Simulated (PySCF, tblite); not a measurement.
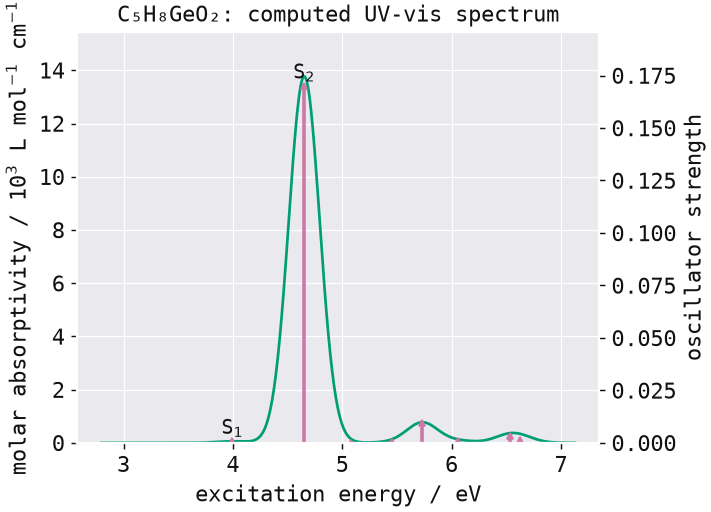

Computed absorption of C₅H₈GeO₂, SMILES CC(=O)C1=C([O][GeH3])C1, singlet. Vertical TDDFT excitations, PBE0/def2-SVPD in PySCF, at a GFN2-xTB geometry (a minimum by its frequencies), gas phase. Only the first 8 singlet excitations are included; each is broadened by a Gaussian of 1/e half-width 0.20 eV. Sticks give oscillator strengths (right axis).

**Which of the computed transitions is the brightest, and what character does the calculation give it?**

S2 at 4.65 eV (267 nm), f = 0.170, mainly HOMO → LUMO (96 %).

**Where is the lowest singlet, and is it bright?**

S1 lies at 4.00 eV (310 nm) with f = 0.001, mainly HOMO−1 → LUMO (98 %); it is dark or nearly so.

**List the transitions behind the spectrum.**

```
state  E (eV)  λ (nm)      f          main character
   S1    4.00     310  0.001    HOMO−1 → LUMO (98 %)
   S2    4.65     267  0.170      HOMO → LUMO (96 %)
   S3    5.08     244  0.000    HOMO → LUMO+1 (99 %)
   S4    5.45     227  0.000    HOMO−2 → LUMO (98 %)
   S5    5.73     216  0.009  HOMO−1 → LUMO+1 (99 %)
   S6    6.06     205  0.001    HOMO → LUMO+2 (96 %)
   S7    6.53     190  0.003    HOMO → LUMO+3 (93 %)
   S8    6.63     187  0.002  HOMO−1 → LUMO+2 (97 %)
```

Known limits of this run: the tight-binding geometry is rougher than a DFT one and adds to the error; one conformer of a flexible molecule; core orbitals are frozen in the response.
